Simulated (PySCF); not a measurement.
# FH₈NSi₃: magnetic properties

Aim: compute the magnetic properties of FH₈NSi₃ (`N[Si@H]([SiH3])[SiH2]F`).

Computed with PySCF 2.14.0 and routines of our own; the level stands in each step. Atoms count from 0.

## Step 1: The system as given

13 atoms, charge 0, multiplicity 1; geometry from: GFN2-xTB.

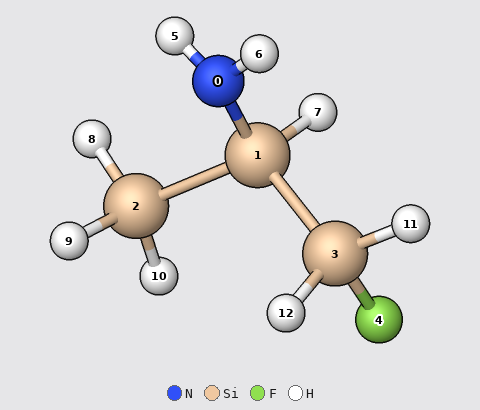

The starting geometry (nitrogen blue, silicon light orange, fluorine green, hydrogen white).

## Step 2: Relaxing the molecule at PBE0-D3(BJ)/def2-SVP

The job: settings as JSON, then the geometry in Å.

```
{"job": {"xc": "PBE0", "basis": "def2-SVP", "d3": "d3bj", "grid": 1, "kind": "geom"}, "charge": 0, "multiplicity": 1}
N     -0.268791     1.821135     0.341887
Si    -0.036407     0.325998    -0.506024
Si    -1.860433    -0.997093     0.043173
Si     2.048863    -0.380400     0.178678
F      2.346488    -1.717893    -0.684831
H     -1.172878     2.263597     0.310265
H      0.444652     2.531904     0.309639
H     -0.014674     0.543177    -1.981313
H     -3.140030    -0.476364    -0.456783
H     -2.035784    -1.143163     1.492067
H     -1.726228    -2.350247    -0.501677
H      3.222602     0.444336    -0.113698
H      2.188234    -0.864501     1.550890
```

Run with:

```sh
$ OMP_NUM_THREADS=1 python excited_run.py task.json out
```

This one command runs all jobs of the session in turn.

The log of the run:

```text
step   0  E = -1027.02321516  max force = 0.016408
step   1  E = -1027.03213810  max force = 0.003115
step   2  E = -1027.03244755  max force = 0.000986
step   3  E = -1027.03253284  max force = 0.000488
step   4  E = -1027.03261989  max force = 0.001181
step   5  E = -1027.03269578  max force = 0.001343
step   6  E = -1027.03277546  max force = 0.000766
step   7  E = -1027.03283033  max force = 0.000566
step   8  E = -1027.03286853  max force = 0.000683
step   9  E = -1027.03290465  max force = 0.000651
step  10  E = -1027.03291487  max force = 0.000311
optimisation converged
```

Wall time 50 s (1 thread of Arm Neoverse V2, shared host); peak memory 0.59 GiB.

Relaxation path:

| step | energy from step 0 (eV) | largest force component (eV/Å) |
| --- | --- | --- |
| 0 | 0.0000 | 0.8437 |
| 1 | -0.2428 | 0.1602 |
| 2 | -0.2512 | 0.0507 |
| 3 | -0.2535 | 0.0251 |
| 4 | -0.2559 | 0.0607 |
| 5 | -0.2580 | 0.0691 |
| 6 | -0.2601 | 0.0394 |
| 7 | -0.2616 | 0.0291 |
| 8 | -0.2627 | 0.0351 |
| 9 | -0.2637 | 0.0335 |
| 10 | -0.2639 | 0.0160 |

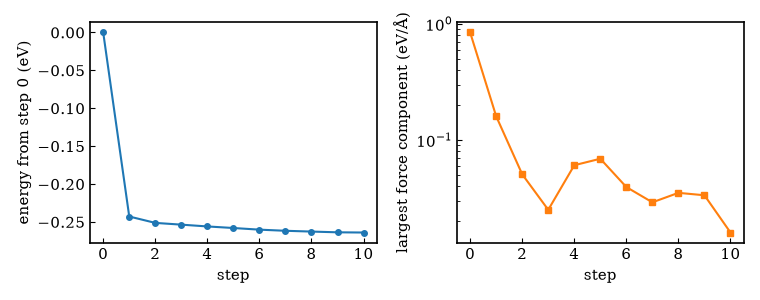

Energy and largest force along the relaxation.

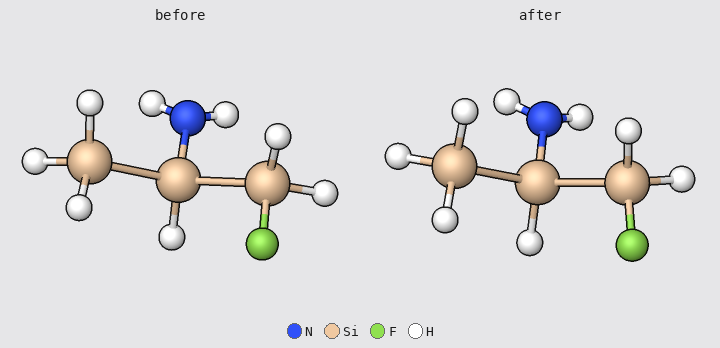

Before and after, at one scale.

Distances of close pairs at the start and the end, largest changes first:

| bond | before (Å) | after (Å) | change (Å) |
| --- | --- | --- | --- |
| Si1–Si3 | 2.306 | 2.342 | +0.037 |
| Si3–H11 | 1.464 | 1.496 | +0.032 |
| Si3–H12 | 1.462 | 1.493 | +0.031 |
| Si2–H10 | 1.465 | 1.495 | +0.030 |
| Si2–H9 | 1.467 | 1.496 | +0.029 |
| Si2–H8 | 1.469 | 1.498 | +0.029 |
| Si1–Si2 | 2.319 | 2.343 | +0.023 |
| Si3–F4 | 1.620 | 1.634 | +0.015 |

The end geometry stands in the next job.

| at the end point | value |
| --- | --- |
| point group (found at 0.08 Å tolerance) | C1 |
| rotational constants (GHz, main isotopes) | 2.866, 1.376, 1.030 |
| dipole moment (D) | 2.81 |

## Step 3: Magnetic properties: GIAO B3LYP/6-311+G(2d,p)

The job: settings as JSON, then the geometry in Å.

```
{"job": {"kind": "mag", "xc": "B3LYP", "basis": "6-311+G(2d,p)"}, "charge": 0, "multiplicity": 1}
N     -0.363938     1.867798     0.294252
Si    -0.071744     0.385377    -0.576746
Si    -1.732143    -1.146601     0.043141
Si     2.016861    -0.341791     0.194788
F      2.535930    -1.612640    -0.691849
H     -1.310849     2.227119     0.356138
H      0.292289     2.635399     0.191286
H     -0.049566     0.480151    -2.079169
H     -3.091759    -0.594472    -0.256882
H     -1.647164    -1.429065     1.509316
H     -1.557530    -2.426785    -0.709005
H      3.045011     0.740131     0.090262
H      1.929547    -0.785680     1.617780
```

Level: GIAO B3LYP/6-311+G(2d,p) magnetisability, rotational g tensor and spin-rotation constants, non-relativistic, gas phase.

The log of the run:

```text
coarse grid: 11984 points
cycle   1  E = -1028.0190441260  dE = -1.538e-02  |g| = 7.297e-01  |ddm| = 2.699e+00
cycle   2  E = -1027.8364673794  dE =  1.826e-01  |g| = 1.266e+00  |ddm| = 1.125e+00
cycle   3  E = -1028.1088766402  dE = -2.724e-01  |g| = 7.470e-02  |ddm| = 7.602e-01
cycle   4  E = -1028.1094295065  dE = -5.529e-04  |g| = 4.321e-02  |ddm| = 7.118e-02
cycle   5  E = -1028.1097350107  dE = -3.055e-04  |g| = 1.221e-02  |ddm| = 3.042e-02
cycle   6  E = -1028.1097665992  dE = -3.159e-05  |g| = 1.181e-03  |ddm| = 8.902e-03
cycle   7  E = -1028.1097669399  dE = -3.407e-07  |g| = 2.816e-04  |ddm| = 1.620e-03
final grid: 101352 points
cycle   8  E = -1028.1112168010  dE = -1.896e-05  |g| = 4.155e-03  |ddm| = 2.557e-02
cycle   9  E = -1028.1112114671  dE =  5.334e-06  |g| = 6.490e-03  |ddm| = 5.883e-03
cycle  10  E = -1028.1112200600  dE = -8.593e-06  |g| = 3.987e-04  |ddm| = 3.799e-03
cycle  11  E = -1028.1112200981  dE = -3.812e-08  |g| = 1.375e-04  |ddm| = 5.170e-04
cycle  12  E = -1028.1112201024  dE = -4.258e-09  |g| = 5.206e-05  |ddm| = 1.431e-04
cycle  13  E = -1028.1112201027  dE = -3.708e-10  |g| = 1.480e-05  |ddm| = 3.407e-05
converged SCF energy = -1028.1112201027

Magnetisability tensor (1e-30 J/T^2)
    -1053.35       70.28       36.21
       70.28    -1219.34     -120.65
       36.21     -120.65    -1151.93
isotropic -1141.54   principal values   -1332.67  -1065.43  -1026.53
isotropic susceptibility -68.745 1e-6 cm^3/mol

Inertial axes            a          b          c
rot. const./GHz      2.8663     1.3762     1.0296
chi total           -65.594    -72.735    -67.907
chi diamagnetic    -543.013   -954.813  -1239.391
chi paramagnetic    477.419    882.078   1171.485
quadrupole/D A       -2.379      5.496     -3.118
g nuclear            0.6004     0.5515     0.5527
g electronic        -0.6429    -0.5703    -0.5667
g total             -0.0425    -0.0188    -0.0139

Spin-rotation constants (kHz, H = +C I.J)
atom  isotope        aa         bb         cc
  0    14N        0.057      0.041      0.036
  4    19F        0.835      0.569      0.292
  5     1H       -0.007     -0.154     -0.139
  6     1H       -0.287     -0.026     -0.138
  7     1H       -0.221     -0.126      0.056
  8     1H        0.085     -0.119     -0.092
  9     1H       -0.262     -0.123      0.035
 10     1H       -0.235      0.014     -0.079
 11     1H       -0.094      0.011     -0.090
 12     1H       -0.237     -0.116      0.055
  1   29Si*      -1.822     -0.730     -0.642
  2   29Si*      -1.541     -0.722     -0.539
  3   29Si*      -1.864     -0.861     -0.699
* in the singly substituted isotopologue
```

It took 30 s on 1 thread of Arm Neoverse V2, shared host; peak memory 0.91 GiB.

In short:

| quantity | value |
| --- | --- |
| magnetisability | -1142·10⁻³⁰ J/T² |
| molar susceptibility | -68.7·10⁻⁶ cm³/mol |
| rotational g (a, b, c) | -0.0425, -0.0188, -0.0139 |

## Step 4: Magnetic properties: GIAO B3LYP/pcseg-1

Settings changed since step 3:

```diff
@@ -1,2 +1,2 @@
-{"job": {"kind": "mag", "xc": "B3LYP", "basis": "6-311+G(2d,p)"}, "charge": 0, "multiplicity": 1}
+{"job": {"kind": "mag", "xc": "B3LYP", "basis": "pcseg-1"}, "charge": 0, "multiplicity": 1}
 N     -0.363938     1.867798     0.294252
```

Method: GIAO B3LYP/pcseg-1 magnetisability, rotational g tensor and spin-rotation constants, non-relativistic, gas phase.

The log of the run:

```text
coarse grid: 11984 points
cycle   1  E = -1027.8614160177  dE =  3.363e-03  |g| = 6.079e-01  |ddm| = 3.533e+00
cycle   2  E = -1027.7442352023  dE =  1.172e-01  |g| = 1.013e+00  |ddm| = 1.553e+00
cycle   3  E = -1027.9324952643  dE = -1.883e-01  |g| = 4.371e-02  |ddm| = 1.013e+00
cycle   4  E = -1027.9327918852  dE = -2.966e-04  |g| = 2.491e-02  |ddm| = 6.704e-02
cycle   5  E = -1027.9329021558  dE = -1.103e-04  |g| = 7.659e-03  |ddm| = 3.112e-02
cycle   6  E = -1027.9329160938  dE = -1.394e-05  |g| = 8.706e-04  |ddm| = 1.044e-02
cycle   7  E = -1027.9329163803  dE = -2.865e-07  |g| = 1.860e-04  |ddm| = 2.014e-03
final grid: 101352 points
cycle   8  E = -1027.9574794914  dE = -5.693e-06  |g| = 3.926e-03  |ddm| = 1.243e-02
cycle   9  E = -1027.9574745025  dE =  4.989e-06  |g| = 6.231e-03  |ddm| = 1.042e-02
cycle  10  E = -1027.9574829432  dE = -8.441e-06  |g| = 3.185e-04  |ddm| = 6.485e-03
cycle  11  E = -1027.9574829779  dE = -3.476e-08  |g| = 5.746e-05  |ddm| = 6.243e-04
cycle  12  E = -1027.9574829786  dE = -6.623e-10  |g| = 3.225e-05  |ddm| = 9.469e-05
cycle  13  E = -1027.9574829788  dE = -1.887e-10  |g| = 8.387e-06  |ddm| = 3.407e-05
converged SCF energy = -1027.9574829788

Magnetisability tensor (1e-30 J/T^2)
    -1092.33       63.54       32.31
       63.54    -1249.72     -126.40
       32.31     -126.40    -1168.17
isotropic -1170.07   principal values   -1360.27  -1085.94  -1064.00
isotropic susceptibility -70.463 1e-6 cm^3/mol

Inertial axes            a          b          c
rot. const./GHz      2.8663     1.3762     1.0296
chi total           -67.762    -74.782    -68.846
chi diamagnetic    -542.155   -954.433  -1238.832
chi paramagnetic    474.392    879.651   1169.986
quadrupole/D A       -2.818      5.868     -3.050
g nuclear            0.6004     0.5515     0.5527
g electronic        -0.6388    -0.5687    -0.5659
g total             -0.0384    -0.0172    -0.0132

Spin-rotation constants (kHz, H = +C I.J)
atom  isotope        aa         bb         cc
  0    14N        0.041      0.035      0.034
  4    19F        0.761      0.430      0.261
  5     1H       -0.016     -0.151     -0.136
  6     1H       -0.282     -0.031     -0.135
  7     1H       -0.227     -0.127      0.051
  8     1H        0.073     -0.121     -0.093
  9     1H       -0.262     -0.124      0.032
 10     1H       -0.238      0.010     -0.079
 11     1H       -0.100      0.007     -0.090
 12     1H       -0.237     -0.115      0.051
  1   29Si*      -1.779     -0.717     -0.627
  2   29Si*      -1.503     -0.708     -0.525
  3   29Si*      -1.830     -0.847     -0.690
* in the singly substituted isotopologue
```

Wall time 14 s (1 thread of Arm Neoverse V2, shared host); peak memory 0.63 GiB.

Key values:

| quantity | value |
| --- | --- |
| magnetisability | -1170·10⁻³⁰ J/T² |
| molar susceptibility | -70.5·10⁻⁶ cm³/mol |
| rotational g (a, b, c) | -0.0384, -0.0172, -0.0132 |

## Step 5: The levels compared

| level | ξ (10⁻³⁰ J/T²) | g(a) | g(b) | gap (eV) | functions | time |
| --- | --- | --- | --- | --- | --- | --- |
| GIAO B3LYP/6-311+G(2d,p) | -1142 | -0.0425 | -0.0188 | 6.09 | 207 | 30 s |
| GIAO B3LYP/pcseg-1 | -1170 | -0.0384 | -0.0172 | 6.24 | 122 | 14 s |

## Step 6: Outcome

```
                                                 quantity                      value
                                              point group                         C1
                     rotational constants (main isotopes)       2.87, 1.38, 1.03 GHz
       magnetisability (step 3, GIAO B3LYP/6-311+G(2d,p))           -1142·10⁻³⁰ J/T²
  molar susceptibility (step 3, GIAO B3LYP/6-311+G(2d,p))         -68.7·10⁻⁶ cm³/mol
rotational g (a, b, c) (step 3, GIAO B3LYP/6-311+G(2d,p))  -0.0425, -0.0188, -0.0139
                          magnetisability over the levels  -1170 to -1142·10⁻³⁰ J/T²
```

The optimisation took 10 steps and gained 0.264 eV; among the close pairs (by a distance rule), Si1–Si3 changed most, from 2.306 to 2.342 Å. The magnetisability spreads by 2.5 % over 2 levels, from GIAO B3LYP/pcseg-1 (14 s) to GIAO B3LYP/6-311+G(2d,p) (30 s); the runs took 14 s to 30 s. Two levels can agree by chance, so this spread shows no convergence. Vibrational averaging and real surroundings are missing from these values.
